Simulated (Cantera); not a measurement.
A closed system holds: 1 mol SiO2, 1.2 mol MgO, 0.47 mol O2, 0.54 mol MgCl2, held at 13300 Pa.

Cantera equilibrium calculation (NASA polynomials, part measured and part estimated; ideal gas, pure solids and liquids). Candidate condensed phases: Mg, MgCl2, MgO, MgSiO3, Mg2SiO4, Si, SiO2; 20 gas species. Mutual solubility and eutectic melting of coexisting phases are not modelled. Condensed phases not in the tables: alloys, solid solutions and most ternary compounds. Rates play no part.

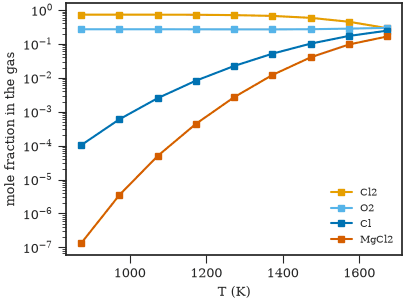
Figure. Equilibrium gas composition (values under 1e-9 drawn at 1e-9)

Task: Read off the mole fractions at 1173 K.

Result: Cl2 about 0.72, O2 about 0.27, Cl about 0.0082, MgCl2 about 0.00044.
